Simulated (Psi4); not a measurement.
# One shape, several levels: C6H5N3 (SMILES c1ccc2[nH]nnc2c1)

We compute a comparison of 3 runs (HSE06/def2-SVP, TPSSh/def2-SVP, wB97X-V/def2-SVP) of C6H5N3. 

The results are computed with Psi4 1.11.

1 further run of the same task is left out (it didn't finish). Runs told in other sessions of the task aren't counted.

### Step 1. The system as given

The species is C6H5N3 (14 atoms), meant as a singlet with charge 0. As SMILES, `c1ccc2[nH]nnc2c1`. The shape is that of a PBE0-D4/def2-TZVP optimisation.

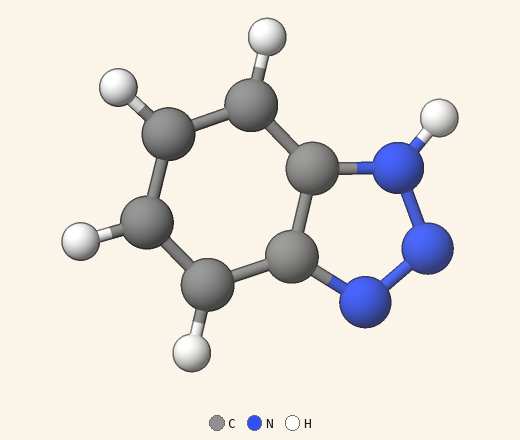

Viewed from a chosen angle; carbon grey, nitrogen blue, hydrogen white.

### Step 2. A single-point energy at HSE06/def2-SVP (run 1)

job.py

```python
import psi4

psi4.set_memory(2200000000)
psi4.set_num_threads(1)
psi4.core.set_output_file('psi4.out', False)

molecule = psi4.geometry("""
0 1
C     -0.379890    -1.702040    -0.661110
C      0.924140    -1.497560    -0.172080
C      1.330740    -0.286120     0.342800
C      0.375500     0.728760     0.352340
N      0.361870     2.022000     0.756260
N     -0.840950     2.580800     0.541220
N     -1.617780     1.713310     0.014440
C     -0.924550     0.538340    -0.130950
C     -1.318490    -0.695620    -0.648810
H     -0.643040    -2.676600    -1.054510
H      1.628790    -2.320500    -0.202590
H      2.336470    -0.138800     0.716680
H      1.091280     2.576540     1.168810
H     -2.324120    -0.842490    -1.022510
symmetry c1
""")

psi4.set_options({
    'basis': 'def2-SVP',
    'puream': True,
    'e_convergence': 1e-09,
    'd_convergence': 1e-08,
    'scf_type': 'direct',
    'dft_radial_points': 99,
    'dft_spherical_points': 590,
})

result, w = psi4.energy('hse06', molecule=molecule, return_wfn=True)
psi4.oeprop(w, 'DIPOLE', 'MAYER_INDICES', 'LOWDIN_CHARGES', title='HSE06')
print(f'total energy {result:.8f} hartree = {result * 27.211386:.5f} eV')
```

On the command line:

```
python job.py
```

psi4.out:

```text
[...]
  Running in c1 symmetry.
[...]
  Nuclear repulsion =  409.046974599031330
[...]
  Multiplicity = 1
[...]
  Nalpha       = 31
  Nbeta        = 31
[...]
    Number of basis functions: 151
[...]
   @DF-RKS iter   1:  -394.79870368137261    5.00372e-01   5.21982e-03 DIIS/ADIIS
[...]
   @RKS iter  20:  -395.16658318539430   -3.18323e-11   5.86935e-09 DIIS
[...]
    Orbital Energies [Eh]
    ---------------------
    Doubly Occupied:
       1A    -14.465438     2A    -14.440700     3A    -14.396945
       4A    -10.273522     5A    -10.248938     6A    -10.244647
       7A    -10.239564     8A    -10.236991     9A    -10.232558
      10A     -1.118985    11A     -0.918881    12A     -0.881058
      13A     -0.787268    14A     -0.766106    15A     -0.659359
      16A     -0.651832    17A     -0.632189    18A     -0.564568
      19A     -0.531644    20A     -0.485495    21A     -0.478193
      22A     -0.461230    23A     -0.453779    24A     -0.383748
      25A     -0.375091    26A     -0.370016    27A     -0.338643
      28A     -0.331289    29A     -0.264530    30A     -0.258826
      31A     -0.246492
[...]
  @RKS Final Energy:  -395.16658318539430
   => Energetics <=
    Nuclear Repulsion Energy =            409.0469745990313299
    One-Electron Energy =               -1344.2999025148944838
    Two-Electron Energy =                 582.5899692719149243
    DFT Exchange-Correlation Energy =     -42.5036245414460012
    Empirical Dispersion Energy =           0.0000000000000000
    VV10 Nonlocal Energy =                  0.0000000000000000
    Total Energy =                       -395.1665831853943018
[...]
 Multipole Moments:
 ------------------------------------------------------------------------------------
     Multipole            Electronic (a.u.)      Nuclear  (a.u.)        Total (a.u.)
 ------------------------------------------------------------------------------------
 L = 1.  Multiply by 2.5417464519 to convert [e a0] to [Debye]
 Dipole X            :         -1.6246522            3.0325052            1.4078529
 Dipole Y            :          4.5087633           -5.1742823           -0.6655190
 Dipole Z            :          0.8949149           -0.6468155            0.2480994
 Magnitude           :                                                    1.5768699
[...]
```

The script printed:

```text
total energy -395.16658319 hartree = -10753.03043 eV
```

Wall time 2.1 min (1 thread of Intel Xeon 6975P-C (Granite Rapids), shared host); peak memory 1.5 GiB.

### Step 3. The energy at TPSSh/def2-SVP (run 2)

c6h5n3.json

```json
{
  "schema_name": "qcschema_input",
  "schema_version": 1,
  "molecule": {
    "schema_name": "qcschema_molecule",
    "schema_version": 2,
    "symbols": ["C", "C", "C", "C", "N", "N", "N", "C", "C", "H", "H", "H", "H", "H"],
    "geometry": [-0.71788806, -3.21638945, -1.24931684, 1.7463715, -2.82997826, -0.32518407, 2.51473414, -0.54068844, 0.64779812, 0.70959216, 1.37715681, 0.6658261, 0.68383519, 3.82102622, 1.42912428, -1.58916518, 4.87700518, 1.02275757, -3.05716113, 3.23768667, 0.02728765, -1.74714629, 1.01731516, -0.24745964, -2.491585, -1.31453129, -1.22607321, -1.21516949, -5.05804095, -1.9927351, 3.07796701, -4.38510947, -0.38283962, 4.4152884, -0.26229399, 1.35432892, 2.06222033, 4.86895495, 2.20873079, -4.39195028, -1.59207536, -1.93226386],
    "molecular_charge": 0,
    "molecular_multiplicity": 1,
    "fix_symmetry": "c1"
  },
  "driver": "energy",
  "model": {
    "method": "tpssh",
    "basis": "def2-SVP"
  },
  "keywords": {
    "puream": true,
    "e_convergence": 1e-09,
    "d_convergence": 1e-08,
    "scf_type": "direct",
    "dft_radial_points": 99,
    "dft_spherical_points": 590
  }
}
```

On the command line:

```
psi4 --qcschema c6h5n3.json -n 1 --memory 2200MB
```

stdout:

```text
[...]
  Running in c1 symmetry.
[...]
  Nuclear repulsion =  409.046974828951193
[...]
  Multiplicity = 1
[...]
  Nalpha       = 31
  Nbeta        = 31
[...]
    Number of basis functions: 151
[...]
   @DF-RKS iter   1:  -395.20706287715223    4.69867e-01   5.48237e-03 ADIIS/DIIS
[...]
   @RKS iter  20:  -395.61256531177224   -2.78533e-12   4.68773e-09 DIIS
[...]
    Orbital Energies [Eh]
    ---------------------
    Doubly Occupied:
       1A    -14.345325     2A    -14.319011     3A    -14.276240
       4A    -10.175295     5A    -10.151114     6A    -10.148399
       7A    -10.143052     8A    -10.140408     9A    -10.136496
      10A     -1.076339    11A     -0.883950    12A     -0.847448
      13A     -0.756090    14A     -0.737224    15A     -0.633583
      16A     -0.627127    17A     -0.605896    18A     -0.543321
      19A     -0.510257    20A     -0.464004    21A     -0.457403
      22A     -0.442670    23A     -0.436257    24A     -0.368440
      25A     -0.359040    26A     -0.354947    27A     -0.318408
      28A     -0.317007    29A     -0.250662    30A     -0.247126
      31A     -0.237908
[...]
  @RKS Final Energy:  -395.61256531177224
   => Energetics <=
    Nuclear Repulsion Energy =            409.0469748289511926
    One-Electron Energy =               -1344.4465101018722635
    Two-Electron Energy =                 589.7195694943952731
    DFT Exchange-Correlation Energy =     -49.9325995332464245
    Empirical Dispersion Energy =           0.0000000000000000
    VV10 Nonlocal Energy =                  0.0000000000000000
    Total Energy =                       -395.6125653117722436
[...]
 Multipole Moments:
 ------------------------------------------------------------------------------------
     Multipole            Electronic (a.u.)      Nuclear  (a.u.)        Total (a.u.)
 ------------------------------------------------------------------------------------
 L = 1.  Multiply by 2.5417464519 to convert [e a0] to [Debye]
 Dipole X            :         -1.6355062            3.0325052            1.3969989
 Dipole Y            :          4.5164756           -5.1742823           -0.6578067
 Dipole Z            :          0.8938171           -0.6468155            0.2470016
 Magnitude           :                                                    1.5637536
[...]
```

The result, in JSON:

```text
{
 "driver": "energy",
 "model": {
  "method": "tpssh",
  "basis": "def2-SVP"
 },
 "success": true,
 "return_result": -395.61256531177224,
 "properties": {
  "calcinfo_nbasis": 151,
  "calcinfo_nmo": 151,
  "calcinfo_nalpha": 31,
  "calcinfo_nbeta": 31,
  "calcinfo_natom": 14,
  "nuclear_repulsion_energy": 409.0469748289512,
  "return_energy": -395.61256531177224,
  "scf_one_electron_energy": -1344.4465101018723,
  "scf_two_electron_energy": 589.7195694943953,
  "scf_xc_energy": -49.932599533246425,
  "scf_dipole_moment": [1.3969989429094476, -0.6578066681228281, 0.2470015818675768],
  "scf_total_energy": -395.61256531177224,
  "scf_iterations": 20
 }
}
```

Run time: 2.6 min. Hardware: 1 thread of Intel Xeon 6975P-C (Granite Rapids), shared host; peak memory 1.6 GiB.

### Step 4. A single-point energy at wB97X-V/def2-SVP (run 3)

c6h5n3.json

```json
{
 "schema_name": "qcschema_input",
 "schema_version": 1,
 "molecule": {
  "schema_name": "qcschema_molecule",
  "schema_version": 2,
  "symbols": ["C", "C", "C", "C", "N", "N", "N", "C", "C", "H", "H", "H", "H", "H"],
  "geometry": [-0.71788806, -3.21638945, -1.24931684, 1.7463715, -2.82997826, -0.32518407, 2.51473414, -0.54068844, 0.64779812, 0.70959216, 1.37715681, 0.6658261, 0.68383519, 3.82102622, 1.42912428, -1.58916518, 4.87700518, 1.02275757, -3.05716113, 3.23768667, 0.02728765, -1.74714629, 1.01731516, -0.24745964, -2.491585, -1.31453129, -1.22607321, -1.21516949, -5.05804095, -1.9927351, 3.07796701, -4.38510947, -0.38283962, 4.4152884, -0.26229399, 1.35432892, 2.06222033, 4.86895495, 2.20873079, -4.39195028, -1.59207536, -1.93226386],
  "molecular_charge": 0,
  "molecular_multiplicity": 1,
  "fix_symmetry": "c1"
 },
 "driver": "energy",
 "model": {
  "method": "wb97x-v",
  "basis": "def2-SVP"
 },
 "keywords": {
  "puream": true,
  "e_convergence": 1e-09,
  "d_convergence": 1e-08,
  "scf_type": "direct",
  "dft_radial_points": 99,
  "dft_spherical_points": 590
 }
}
```

On the command line:

```
psi4 --qcschema c6h5n3.json -n 1 --memory 2200MB
```

stdout:

```text
[...]
  Running in c1 symmetry.
[...]
  Nuclear repulsion =  409.046974828951193
[...]
  Multiplicity = 1
[...]
  Nalpha       = 31
  Nbeta        = 31
[...]
    Number of basis functions: 151
[...]
   @DF-RKS iter   1:  -395.28933066951140    1.17916e-01   3.65291e-03 DIIS/ADIIS
[...]
   @RKS iter  19:  -395.46877938665796   -1.04592e-11   8.03521e-09 DIIS
[...]
    Orbital Energies [Eh]
    ---------------------
    Doubly Occupied:
       1A    -14.507880     2A    -14.487011     3A    -14.440873
       4A    -10.336121     5A    -10.310200     6A    -10.308023
       7A    -10.303546     8A    -10.301186     9A    -10.295312
      10A     -1.240228    11A     -1.039619    12A     -1.007144
      13A     -0.910053    14A     -0.889992    15A     -0.777499
      16A     -0.768651    17A     -0.748426    18A     -0.680056
      19A     -0.643201    20A     -0.604295    21A     -0.590144
      22A     -0.571233    23A     -0.564502    24A     -0.489672
      25A     -0.483456    26A     -0.481959    27A     -0.448002
      28A     -0.437033    29A     -0.371517    30A     -0.350156
      31A     -0.337554
[...]
  @RKS Final Energy:  -395.46877938665796
   => Energetics <=
    Nuclear Repulsion Energy =            409.0469748289511926
    One-Electron Energy =               -1344.0117669247179037
    Two-Electron Energy =                 577.6128046690646443
    DFT Exchange-Correlation Energy =     -38.3525530344828312
    Empirical Dispersion Energy =           0.0000000000000000
    VV10 Nonlocal Energy =                  0.2357610745269323
    Total Energy =                       -395.4687793866579568
[...]
 Multipole Moments:
 ------------------------------------------------------------------------------------
     Multipole            Electronic (a.u.)      Nuclear  (a.u.)        Total (a.u.)
 ------------------------------------------------------------------------------------
 L = 1.  Multiply by 2.5417464519 to convert [e a0] to [Debye]
 Dipole X            :         -1.6262653            3.0325052            1.4062398
 Dipole Y            :          4.5139831           -5.1742823           -0.6602992
 Dipole Z            :          0.8960385           -0.6468155            0.2492230
 Magnitude           :                                                    1.5734095
[...]
```

The result, in JSON:

```text
{
 "driver": "energy",
 "model": {
  "method": "wb97x-v",
  "basis": "def2-SVP"
 },
 "success": true,
 "return_result": -395.46877938665796,
 "properties": {
  "calcinfo_nbasis": 151,
  "calcinfo_nmo": 151,
  "calcinfo_nalpha": 31,
  "calcinfo_nbeta": 31,
  "calcinfo_natom": 14,
  "nuclear_repulsion_energy": 409.0469748289512,
  "return_energy": -395.46877938665796,
  "scf_one_electron_energy": -1344.011766924718,
  "scf_two_electron_energy": 577.6128046690646,
  "scf_vv10_energy": 0.23576107452693232,
  "scf_xc_energy": -38.35255303448283,
  "scf_dipole_moment": [1.4062398074174276, -0.6602991545185706, 0.24922298690205014],
  "scf_total_energy": -395.46877938665796,
  "scf_iterations": 19
 }
}
```

It took 6.8 min on 1 thread of Intel Xeon 6975P-C (Granite Rapids), shared host; peak memory 1.5 GiB.

### Step 5. The series

| run | level | properties | energy (Eh) | dipole moment (D) | HOMO energy (eV) | LUMO energy (eV) | wall time |
| --- | --- | --- | --- | --- | --- | --- | --- |
| 1 | HSE06/def2-SVP | (dipole, mayer, lowdin) | -395.166583 | 4.01 | -6.71 | -1.59 | 2.1 min |
| 2 | TPSSh/def2-SVP | – | -395.612565 | 3.97 | -6.47 | -1.60 | 2.6 min |
| 3 | wB97X-V/def2-SVP | – | -395.468779 | 4.00 | -9.19 | 0.86 | 6.8 min |

### Step 6. Outcome

```
            quantity          value
 run 3: total energy  -395.46878 Eh
run 3: dipole moment         4.00 D
  run 3: HOMO energy       -9.19 eV
  run 3: LUMO energy        0.86 eV
run 3: HOMO–LUMO gap       10.04 eV
```

**Reading.** The dipole moment (its size) runs from 3.97 D (TPSSh/def2-SVP) to 4.01 D (HSE06/def2-SVP). The HOMO–LUMO gap runs from 4.88 eV (TPSSh/def2-SVP) to 10.04 eV (wB97X-V/def2-SVP). Totals of different functionals can't be ranked against each other. All runs together took 11 min, the longest 6.8 min.
